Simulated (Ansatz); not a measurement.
# Screening in Si3N4 (Fd-3m)

Wanted: ε∞ of Si3N4 (Fd-3m) from perturbation theory, a sum over states and the RPA step of G0W0, with cost.

Method: linear response on PBE, plane waves, PAW, in Ansatz 0.2.0.

## Step 1: The starting structure

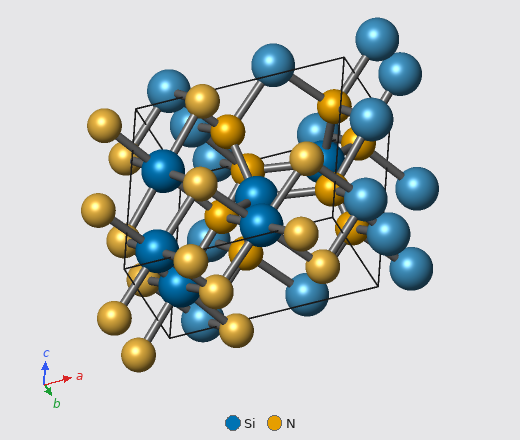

The cell as given, from a free direction (silicon blue, nitrogen orange). Some periodic images of atoms are drawn too.

Structure file:

```
Si N
1.0
     0.00000    3.89372    3.89372
     3.89372    0.00000    3.89372
     3.89372    3.89372    0.00000
Si N
6 8
Direct
  0.12500 0.12500 0.62500
  0.12500 0.62500 0.12500
  0.62500 0.12500 0.12500
  0.12500 0.12500 0.12500
  0.75000 0.75000 0.75000
  0.50000 0.50000 0.50000
  0.36756 0.36756 0.36756
  0.35269 0.88244 0.88244
  0.88244 0.88244 0.35269
  0.88244 0.35269 0.88244
  0.36756 0.36756 0.89731
  0.36756 0.89731 0.36756
  0.88244 0.88244 0.88244
  0.89731 0.36756 0.36756
```

The cell and positions are those that the Materials Project relaxed with its own functionals (PBE, PBE+U or r2SCAN), kept fixed. This is not the form that Si3N4 usually takes at ambient conditions. The default PAW set here is soft_2. Its files were made with PBE.

## Step 2: Response to a homogeneous field

ε∞ sets how strongly the crystal screens. Perturbation theory gives it with local fields and without a sum over empty bands.

This step: dielectric response by perturbation theory, PBE, plane waves, PAW.

The input, input.yaml:

```yaml
crystal:
  lattice:
    - [0.0, 3.893718, 3.893718]
    - [3.893718, 0.0, 3.893718]
    - [3.893718, 3.893718, 0.0]
  atoms:
    - { symbol: Si, position: [0.125, 0.125, 0.625] }
    - { symbol: Si, position: [0.125, 0.625, 0.125] }
    - { symbol: Si, position: [0.625, 0.125, 0.125] }
    - { symbol: Si, position: [0.125, 0.125, 0.125] }
    - { symbol: Si, position: [0.75, 0.75, 0.75] }
    - { symbol: Si, position: [0.5, 0.5, 0.5] }
    - { symbol: "N", position: [0.367563, 0.367563, 0.367563] }
    - { symbol: "N", position: [0.352689, 0.882437, 0.882437] }
    - { symbol: "N", position: [0.882437, 0.882437, 0.352689] }
    - { symbol: "N", position: [0.882437, 0.352689, 0.882437] }
    - { symbol: "N", position: [0.367563, 0.367563, 0.897311] }
    - { symbol: "N", position: [0.367563, 0.897311, 0.367563] }
    - { symbol: "N", position: [0.882437, 0.882437, 0.882437] }
    - { symbol: "N", position: [0.897311, 0.367563, 0.367563] }
kpoints:
  mp_grid: { grid: [6, 6, 6] }
hamiltonian:
  xc: pbe
scf:
  occupations: { method: fixed }
dielectric: {}
```

Command:

```sh
$ ansatz run input.yaml --threads 24 --pin off --max-ram 82944MiB --backend cuda --events-out ev --progress --plain --runs-dir out --devices 1 --max-vram 78GiB
```

Numbers of over 12 decimals in the logs are rounded to 6 here.

Log:

```text
GPUs: using 1 of 1 available (devices: 1).
Engine: ansatz 0.2.0, aarch64-unknown-linux-gnu
Pseudopotentials: kind: paw
Pseudopotential: Si, paw, valence charge 4, recommended cutoff 420 eV (normal), Si.paw.azcp
Pseudopotential: N, paw, valence charge 5, recommended cutoff 420 eV (normal), N.paw.azcp
Functional definition: PBE
  parameter kappa = 0.804
  parameter beta = 0.066725
  exchange = pbe_x(kappa = kappa, mu = beta*pi^2/3)
  correlation = pbe_c(beta = beta)
device memory: the entry about to start is reckoned to put 2.2 GiB on a device that reports 182.5 GiB free (of which the cap on the GPU budget leaves the run 78.0 GiB)
GPU FFT provider: cuFFT
GPU libraries: cuBLAS 13.8.1, cuFFT 12.4.0, cuSOLVER 12.3.2
GPU matrix products: emulated (plane waves: as basis.precision tells), large ones in fixed point in workspaces of 1.00 GiB
Crystal: 14 atoms, lattice volume = 118.066 Å³
Basis set: ecut = 420 eV, 2277 PW (Γ), exchange–correlation on 80×80×80 points (8 copies of the dense FFT grid, shifted against one another)
Bands: 46, of which v1, the nominal top of the filled ones, is band 32 counted from 1 (31 counted from 0)
Symmetry: 48 space group operations
k-points: 30 of 216 (irreducible under 8 space group operations, time reversal used)
Non-local potential: Si, projectors of the file, l = 0: 2, l = 1: 2, l = 2: 2
Non-local potential: N, projectors of the file, l = 0: 2, l = 1: 2, l = 2: 1
PAW form: soft (Blöchl's): semilocal exchange-correlation on the pseudo side does not see the compensation charge
PAW one-centre angular grid: Si, 110 points (default); XC on 64 Gauss nodes
PAW one-centre angular grid: N, 110 points (default); XC on 64 Gauss nodes
Initial density: superposition of atomic densities (neutral atoms: chi_scale 0, normalization atom), corrected by the library's trained network
Initial wavefunctions: pseudopotential atomic-orbital guess
GPU buffer pool allocated for 64000 grid points (all kernels)
GPU transforms: local potential and band sums: pruned to the plane-wave sphere, on 40×40×40
Functional: x = pbe(κ = 0.804, μ = 0.219515), c = pbe(β = 0.066725)
SCF iter   1: F=—  HF=-6899.808089 eV  |F-HF|=—  |Δ(HF+E_count)|=         —  Δρ=4.12e-3  dr2=3.60e-2  ethr=1.77e-3  ⟨swp⟩=5.0  Hψ=5601  notcnv=0  defer=344
preconditioner: auto → Resta (q_TF=auto, 2.464 Å⁻¹)  ε∞=4.3  [insulator: Δε(μ)=3.338 eV  Ē_g=14.990 eV  n_scr=26 (ndim 8)  ℏωp=27.3 eV  f_vac=0.000  ε∞_Penn≈4.3]
SCF iter   2: F=—  HF=-6899.801111 eV  |F-HF|=—  |Δ(HF+E_count)|=   6.98e-3  Δρ=1.62e-3  dr2=4.75e-3  ethr=5.63e-5  ⟨swp⟩=2.1  Hψ=2270  notcnv=0  defer=352
SCF iter   3: F=—  HF=-6899.800663 eV  |F-HF|=—  |Δ(HF+E_count)|=   4.48e-4  Δρ=4.85e-4  dr2=1.79e-4  ethr=7.42e-6  ⟨swp⟩=2.8  Hψ=1891  notcnv=0  defer=352
SCF iter   4: F=—  HF=-6899.800787 eV  |F-HF|=—  |Δ(HF+E_count)|=   1.24e-4  Δρ=1.49e-4  dr2=1.61e-5  ethr=2.80e-7  ⟨swp⟩=2.4  Hψ=1985  notcnv=0  defer=351
SCF iter   5: F=—  HF=-6899.800796 eV  |F-HF|=—  |Δ(HF+E_count)|=   9.15e-6  Δρ=1.86e-5  dr2=2.65e-7  ethr=2.52e-8  ⟨swp⟩=2.1  Hψ=1995  notcnv=0  defer=326
SCF iter   6: F=—  HF=-6899.800646 eV  |F-HF|=—  |Δ(HF+E_count)|=   1.50e-4  Δρ=2.56e-6  dr2=9.78e-9  ethr=4.14e-10  ⟨swp⟩=2.0  Hψ=2261  notcnv=0  defer=320
SCF iter   7: F=—  HF=-6899.800646 eV  |F-HF|=—  |Δ(HF+E_count)|=   5.02e-9  Δρ=4.14e-7  dr2=1.62e-10  ethr=1.53e-11  ⟨swp⟩=2.0  Hψ=1834  notcnv=0  defer=320
SCF iter   8: F=-6899.800646 eV  HF=-6899.800646 eV  |F-HF|=9.09e-13  |Δ(HF+E_count)|=  9.00e-11  Δρ=7.08e-8  dr2=4.46e-12  ethr=1.00e-12  ⟨swp⟩=16.1  Hψ=7746  notcnv=0
SCF 1 converged in 8 iterations: F = -6899.800646 eV  dr2 = 4.46e-12
  greatest PAW one-centre occupation: 0.789 electrons in one spin orbital (limit 2), on the N atom at site 7 (counted from 0), in its partial waves of l = 0
the response reads at least the filled bands of the reference SCF and the lowest empty band at each k-point, and that SCF's band table does not vouch for those bands. The notice of the band table in this run's record says why
device memory: the entry about to start is reckoned to put 0.7 GiB on a device that reports 182.4 GiB free (of which the cap on the GPU budget leaves the run 78.0 GiB)
NSCF: frozen V_eff on 1 k-points
device memory: the entry about to start is reckoned to put 0.7 GiB on a device that reports 182.4 GiB free (of which the cap on the GPU budget leaves the run 78.0 GiB)
NSCF: frozen V_eff on 1 k-points
device memory: the entry about to start is reckoned to put 0.7 GiB on a device that reports 182.4 GiB free (of which the cap on the GPU budget leaves the run 78.0 GiB)
NSCF: frozen V_eff on 1 k-points
device memory: the entry about to start is reckoned to put 0.1 GiB (of the 0.1 GiB reckoned in all, the device holds 0.1 GiB already) on a device that reports 182.4 GiB free (of which the cap on the GPU budget leaves the run 78.0 GiB)
device memory: the entry about to start is reckoned to put 8.4 GiB (of the 8.4 GiB reckoned in all, the device holds 0.1 GiB already) on a device that reports 182.4 GiB free (of which the cap on the GPU budget leaves the run 77.9 GiB)
DFPT response loops at Γ: preconditioner auto → none (the input reference at scf.mixing.eps_inf says where Resta's filter doesn't serve); β = 0.50; Broyden in place of MSR1
SCF converged after 8 iterations
Free energy (F): -6899.800646 eV
Harris-Foulkes:  -6899.800646 eV  (|F-HF|=9.09e-13)
Internal energy: -6899.800646 eV  (E = F + TS)
E sigma→0 (E₀):  -6899.800646 eV
Fermi energy:    10.979877 eV
--- Per-component energies (eV) ---
  E_band       = 271.258199
  E_kinetic    = 1360.509959
  E_local      = -1483.269785  (includes V_loc(G=0)·N_el)
  E_nonlocal   = 501.701759
  E_hartree    = 491.728209
  E_xc         = -831.503350
  E_vxc        = -919.283848  (∫ρ·V_xc dr)
  E_paw        = -4098.127017  (= ΣΔE_a)
  E_vpaw       = -171.857182  (= ΣTr[D̂ρ^β])
  E_aug_tail   = 0.000852  (compensation charges beyond the density's cutoff)
  E_ewald      = -2840.841273
  E_smearing   = -0.000000  (= −TS)
  E_closure    = -0.000000  (closes the sum)
  Σ components = -6899.800646   (vs F -6899.800646, Δ=0.00e0)
--- Band table (eV; the first three rows and the last of 30) ---
  k-point 0: bands = [... 28 lower, 10.8226, 10.9391, 10.9391, 10.9391, 14.3242, 14.3242, 14.3242, 15.8598, ... 10 higher]
  k-point 1: bands = [... 28 lower, 10.5882, 10.6845, 10.8978, 10.8978, 14.7162, 14.8278, 14.8278, 16.3652, ... 10 higher]
  k-point 2: bands = [... 28 lower, 10.4623, 10.4623, 10.7649, 10.7649, 15.4296, 15.8738, 15.8738, 17.4850, ... 10 higher]
  k-point 29: bands = [... 28 lower, 9.8803, 9.8803, 10.5538, 10.5538, 17.6057, 17.6057, 17.9282, 17.9282, ... 10 higher]
--- Dielectric response (ions clamped): 1 representative field direction + reference, on 30 of 216 k-points (Σ response iterations 8) ---
  k mesh reduced under 8 symmetry operations, with k and −k counted as one. Each operation leaves every solved perturbation unchanged. A smaller set is not considered because the run solves the response to a homogeneous field
  ε∞ (high-frequency dielectric tensor):
        5.302483     0.000000     0.000000
       -0.000000     5.302483     0.000000
        0.000000     0.000000     5.302483
  Born effective charges Z* (e; rows j = field, columns β = displacement):
    site 0:
         3.68258    0.16547   -0.16547
         0.16547    3.68258   -0.16547
        -0.16547   -0.16547    3.68258
    site 1:
         3.68258   -0.16547    0.16547
        -0.16547    3.68258   -0.16547
         0.16547   -0.16547    3.68258
    site 2:
         3.68258   -0.16547   -0.16547
        -0.16547    3.68258    0.16547
        -0.16547    0.16547    3.68258
    site 3:
         3.68258    0.16547    0.16547
         0.16547    3.68258    0.16547
         0.16547    0.16547    3.68258
    site 4:
         3.58695    0.00000    0.00000
         0.00000    3.58695    0.00000
        -0.00000   -0.00000    3.58695
    site 5:
         3.58695    0.00000    0.00000
         0.00000    3.58695    0.00000
        -0.00000   -0.00000    3.58695
    site 6:
        -2.73803   -0.23365   -0.23365
        -0.23365   -2.73803   -0.23365
        -0.23365   -0.23365   -2.73803
    site 7:
        -2.73803    0.23365    0.23365
         0.23365   -2.73803   -0.23365
         0.23365   -0.23365   -2.73803
    site 8:
        -2.73803   -0.23365    0.23365
        -0.23365   -2.73803    0.23365
         0.23365    0.23365   -2.73803
    site 9:
        -2.73803    0.23365   -0.23365
         0.23365   -2.73803    0.23365
        -0.23365    0.23365   -2.73803
    site 10:
        -2.73803   -0.23365    0.23365
        -0.23365   -2.73803    0.23365
         0.23365    0.23365   -2.73803
    site 11:
        -2.73803    0.23365   -0.23365
         0.23365   -2.73803    0.23365
        -0.23365    0.23365   -2.73803
    site 12:
        -2.73803   -0.23365   -0.23365
        -0.23365   -2.73803   -0.23365
        -0.23365   -0.23365   -2.73803
    site 13:
        -2.73803    0.23365    0.23365
         0.23365   -2.73803   -0.23365
         0.23365   -0.23365   -2.73803
  Z* charge neutrality: 6.012e-5 e pre-enforcement
  k-mesh period / interband length: 33.0 Å / 1.62 Å = 20.43 at k = (0.0000, 0.0000, 0.0000), direct gap 3.385 eV — 14 or more, which is no proof of convergence
```

The job ended after 2.9 s (1 × NVIDIA GB200 (shared by 2 runs) with 24 threads of Arm Neoverse V2, shared host; peak memory 1.5 GiB; 20 s of CPU time).

One over ε∞ averages 0.19, somewhat under the quarter of exact exchange in PBE0.

High-frequency dielectric tensor:

```
5.30 0.00 0.00
0.00 5.30 0.00
0.00 0.00 5.30
```

Born effective charge (e), principal values of the symmetric part by kind of site:

| atom | atoms with these values | low | middle | high | mean |
| --- | --- | --- | --- | --- | --- |
| Si1 | 4 | 3.52 | 3.52 | 4.01 | 3.68 |
| Si5 | 2 | 3.59 | 3.59 | 3.59 | 3.59 |
| N7 | 8 | -3.21 | -2.50 | -2.50 | -2.74 |

In full for N7:

```
-2.74 -0.23 -0.23
-0.23 -2.74 -0.23
-0.23 -0.23 -2.74
```

## Step 3: Independent-particle spectrum

The independent-particle spectrum shows where the oscillator strength lies, before excitons and local fields.

This step: independent-particle optics on PBE, plane waves, PAW.

input.yaml, as its differences from that of step 2:

```diff
@@ -26,2 +26,4 @@
   occupations: { method: fixed }
-dielectric: {}
+  n_extra_bands: 80
+output:
+  optics: { e_range: [0, 25], de: 0.1, sigma: 0.2 }
```

Log:

```text
[...]
GPUs: using 1 of 1 available (devices: 1).
[...]
GPU FFT provider: cuFFT
GPU libraries: cuBLAS 13.8.1, cuFFT 12.4.0, cuSOLVER 12.3.2
[...]
Crystal: 14 atoms, lattice volume = 118.066 Å³
Basis set: ecut = 420 eV, 2277 PW (Γ)
Bands: 112, of which v1, the nominal top of the filled ones, is band 32 counted from 1 (31 counted from 0)
Symmetry: 48 space group operations
[...]
k-points: 16 of 216
[...]
GPU buffer pool allocated for 64000 grid points (all kernels)
[...]
SCF iter   1: F=—  HF=-6899.809322 eV  |F-HF|=—  |Δ(HF+E_count)|=         —  Δρ=4.17e-3  dr2=3.48e-2  ethr=1.77e-3  ⟨swp⟩=4.0  Hψ=6556  notcnv=0  defer=1225
[...]
SCF iter   9: F=-6899.800842 eV  HF=-6899.800842 eV  |F-HF|=1.82e-12  |Δ(HF+E_count)|=  2.96e-10  Δρ=9.89e-9  dr2=1.00e-13  ethr=1.00e-12  ⟨swp⟩=2.0  Hψ=2368  notcnv=0
SCF 1 converged in 9 iterations: F = -6899.800842 eV  dr2 = 1.00e-13
[...]
Optics k sum: 0 of 16 k-points
Optics k sum: 1 of 16 k-points
[...]
Optics k sum: 16 of 16 k-points
[...]
SCF converged after 9 iterations
Free energy (F): -6899.800842 eV
[...]
Internal energy: -6899.800842 eV  (E = F + TS)
E sigma→0 (E₀):  -6899.800842 eV
Fermi energy:    10.979894 eV
[...]
--- Band table (eV; the first three rows and the last of 16) ---
  k-point 0: bands = [... 28 lower, 10.8226, 10.9391, 10.9391, 10.9391, 14.3242, 14.3242, 14.3242, 15.8598, ... 76 higher]
  k-point 1: bands = [... 28 lower, 10.5882, 10.6845, 10.8978, 10.8978, 14.7162, 14.8278, 14.8278, 16.3652, ... 76 higher]
  k-point 2: bands = [... 28 lower, 10.4623, 10.4623, 10.7649, 10.7649, 15.4296, 15.8738, 15.8738, 17.4850, ... 76 higher]
  k-point 15: bands = [... 28 lower, 9.7756, 9.7756, 10.3772, 10.3772, 17.6480, 17.6480, 18.0334, 18.0334, ... 76 higher]
```

Elapsed: 2.8 s, on 1 × NVIDIA GB200 (shared by 2 runs) with 24 threads; peak memory 1.8 GiB.

This step gave:

| Quantity | Value |
| --- | --- |
| ε∞ without local fields (xx, yy, zz) | 5.459, 5.459, 5.459 |
| electrons in the f-sum (xx, yy, zz) | 50.69, 50.69, 50.69 |
| bands in the explicit sum (the static value is completed to all bands) | 112 |

The sum gives ε∞ = 5.46 without local fields.

Independent particles, no local fields, Gaussian width 0.2 eV. ε₂, xx=yy=zz against photon energy; read off at these points:

| photon energy (eV) | ε₂, xx=yy=zz |
| --- | --- |
| 3 | 0 |
| 4 | 0.0422 |
| 5 | 0.274 |
| 6 | 1.53 |
| 7 | 4.84 |
| 8 | 6.70 |
| 9 | 10.4 |
| 10 | 11.0 |
| 11 | 7.74 |
| 12 | 7.09 |
| 13 | 5.93 |
| 14 | 4.59 |
| 15 | 3.61 |
| 16 | 2.03 |
| 17 | 1.69 |
| 18 | 1.33 |
| 19 | 1.03 |
| 20 | 0.885 |
| 21 | 0.625 |
| 22 | 0.543 |
| 23 | 0.352 |
| 24 | 0.320 |
| 25 | 0.299 |

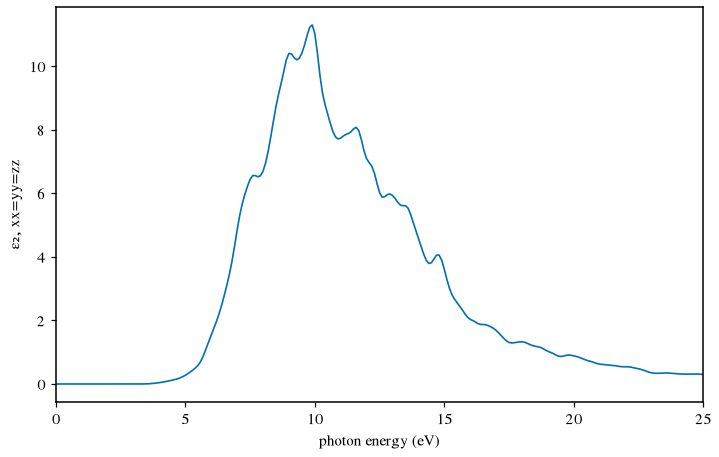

ε₂, xx=yy=zz, plotted against photon energy.

Independent particles, no local fields, Gaussian width 0.2 eV. The loss function, xx=yy=zz by photon energy; read off at these points:

| photon energy (eV) | loss function, xx=yy=zz |
| --- | --- |
| 3 | 0 |
| 4 | 9.9e-4 |
| 5 | 0.00481 |
| 6 | 0.0175 |
| 7 | 0.0379 |
| 8 | 0.0575 |
| 9 | 0.0719 |
| 10 | 0.0894 |
| 11 | 0.129 |
| 12 | 0.136 |
| 13 | 0.156 |
| 14 | 0.158 |
| 15 | 0.163 |
| 16 | 0.219 |
| 17 | 0.265 |
| 18 | 0.365 |
| 19 | 0.401 |
| 20 | 0.523 |
| 21 | 0.631 |
| 22 | 0.877 |
| 23 | 1.11 |
| 24 | 2.05 |
| 25 | 3.04 |

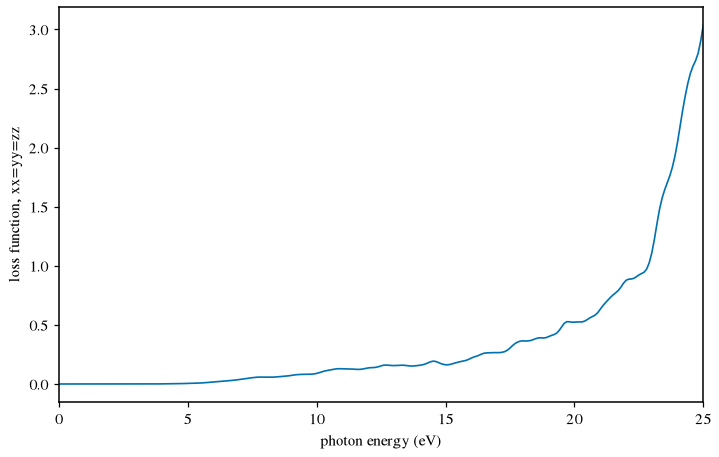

Loss function, xx=yy=zz, plotted against photon energy.

Independent particles, no local fields, Gaussian width 0.2 eV. Table of ε₁, xx=yy=zz by photon energy:

| photon energy (eV) | ε₁, xx=yy=zz |
| --- | --- |
| 0.0 | 5.42 |
| 2.5 | 5.77 |
| 5.0 | 7.55 |
| 7.5 | 8.95 |
| 10.0 | 1.27 |
| 12.5 | -1.72 |
| 15.0 | -3.03 |
| 17.5 | -1.61 |
| 20.0 | -0.953 |
| 22.5 | -0.538 |
| 25.0 | -0.0944 |

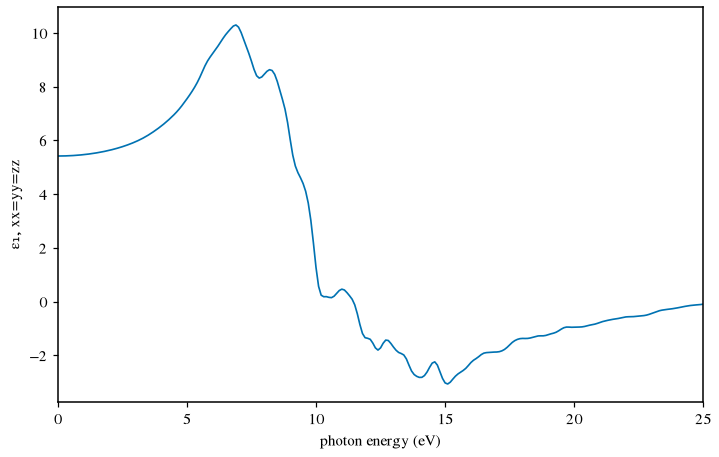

ε₁, xx=yy=zz, plotted against photon energy.

## Step 4: RPA screening from the G0W0 run

Now the one-shot GW correction: screening in the RPA, then the self-energy of the levels asked for.

This step: G0W0 on PBE, plane waves, PAW.

input.yaml, as its differences from that of step 3:

```diff
@@ -21,3 +21,3 @@
 kpoints:
-  mp_grid: { grid: [6, 6, 6] }
+  mp_grid: { grid: [4, 4, 4] }
 hamiltonian:
@@ -26,4 +26,7 @@
   occupations: { method: fixed }
-  n_extra_bands: 80
-output:
-  optics: { e_range: [0, 25], de: 0.1, sigma: 0.2 }
+gw:
+  n_empty_bands: 542
+  ecut_chi: 160.0
+  qp_bands: [v4, c4]
+  qp_kpoints: band_edges
+  screening: { model: contour_deformation }
```

Log:

```text
GPUs: using 1 of 1 available (devices: 1).
[...]
Crystal: 14 atoms, lattice volume = 118.066 Å³
Basis set: ecut = 420 eV, 2277 PW (Γ)
Bands: 46, of which v1, the nominal top of the filled ones, is band 32 counted from 1 (31 counted from 0)
Symmetry: 48 space group operations
[...]
k-points: 8 of 64
[...]
1    35     15.3235    -8.5549    -4.4122   -13.5674  0.8320    15.9257    15.9238  root
[...]
7    33     17.6238    -8.0740    -4.8697   -13.6366  0.8189    18.3204    18.3168  root
     7    34     17.6238    -8.0740    -4.8697   -13.6366  0.8189    18.3204    18.3168  root
     7    35     18.1337    -8.3441    -5.0710   -14.2085  0.8152    18.9320    18.9271  root
     7    36     18.1337    -8.3441    -5.0710   -14.2085  0.8152    18.9320    18.9271  root
[key lines of the parts left out:]
SCF converged after 6 iterations
Free energy (F): -6899.797638 eV
Fermi energy:    10.952125 eV
```

Elapsed: 6.4 s, on 1 × NVIDIA GB200 (shared by 2 runs) with 24 threads; peak memory 2 GiB; 17 s of CPU time.

This step gave:

```
bands summed                                 : 574
RPA ε∞ on this mesh (eigenvalues)            : 5.067, 5.067, 5.067
plane waves in the screening matrix          : 537
G0W0 gap on the mesh                         : 4.716 eV
k of the valence top                         : 0, 0.25, -0.25
k of the conduction bottom                   : 0, 0, 0
starting gap on the mesh                     : 3.372 eV
least direct G0W0 gap on the computed points : 4.738 eV
```

The gap on the mesh goes from 3.37 eV to 4.72 eV, a correction of +1.34 eV. Between the two edge states, bare exchange in place of the xc potential would open the gap by 8.60 eV, and correlation takes back 7.26 eV.

Mean over the mesh in bins of 0.25 1/Å. Table of static inverse dielectric function, diagonal by length of q+G:

| length of q+G (Å⁻¹) | static inverse dielectric function, diagonal |
| --- | --- |
| 0.35 | 0.222 |
| 0.51 | 0.240 |
| 0.96 | 0.323 |
| 1.25 | 0.383 |
| 1.76 | 0.495 |
| 2.02 | 0.550 |
| 2.49 | 0.640 |
| 2.75 | 0.686 |
| 3.25 | 0.760 |
| 3.49 | 0.790 |
| 3.99 | 0.840 |
| 4.25 | 0.862 |
| 4.76 | 0.899 |
| 5.00 | 0.915 |
| 5.50 | 0.942 |
| 5.75 | 0.953 |
| 6.25 | 0.970 |
| 6.43 | 0.974 |

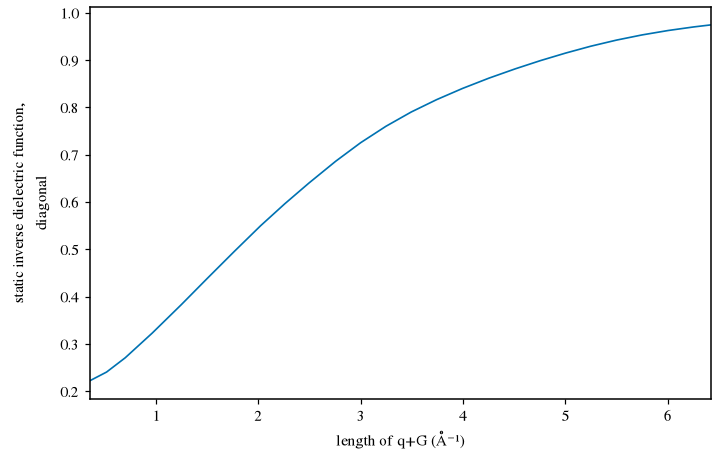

Static inverse dielectric function, diagonal, plotted against length of q+G.

## Step 5: The values together

Times are wall times on 1 × NVIDIA GB200 (shared by 2 runs) with 24 threads of Arm Neoverse V2, shared host, good to a factor of about two.

| method | mesh | ε∞, low | middle | high | mean | time |
| --- | --- | --- | --- | --- | --- | --- |
| perturbation theory (local fields and xc kernel) | 6×6×6 | 5.30 | 5.30 | 5.30 | 5.30 | 2.9 s |
| sum over states (no local fields) | 6×6×6 | 5.46 | 5.46 | 5.46 | 5.46 | 2.8 s |
| RPA with local fields, on the GW mesh | 4×4×4 | 5.07 | 5.07 | 5.07 | 5.07 | 6.4 s |

## Step 6: Outcome

| Quantity | Value |
| --- | --- |
| perturbation theory (local fields and xc kernel) | 5.30, 5.30, 5.30 |
| sum over states (no local fields) | 5.46, 5.46, 5.46 |
| RPA with local fields, on the GW mesh | 5.07, 5.07, 5.07 |

**Reading.** Mean Born effective charge: Si1 3.68, Si5 3.59, N7 -2.74 e. The ε₂, xx=yy=zz has its highest peak at 9.9 eV. The sum without local fields gives 5.46 in the mean against 5.30 by perturbation theory; local fields lower ε∞ and the xc kernel gives part of it back, though the sum also carries the error of its own mesh. The RPA values on the 4×4×4 mesh average 0.96 times those of perturbation theory (means 5.07 and 5.30). Without the xc kernel RPA should lie a little lower, as the mean does. PBE usually puts the gap too low, which tends to raise ε∞. Ions are clamped, so the lattice part of the static constant is not in these numbers.

[Paths, hosts, dates, memory and timing lines, banners, echoed tables and standing remarks are left out of the program output.]

[Logs are printed without paths, hosts, clocks, repeated set-up lines and the standing remarks that a program may print on its own settings, such as how far it seeks lower states.]

[Runs of the session that timed out or met a known fault of the program may be left out.]

[Cells called generated may have been cut or substituted from an entry of the Crystallography Open Database or the Materials Project.]

[Hosts, paths, dates, database ids (printed as entryN), source tags and the programs' standing remarks are cut or masked in the printed files.]
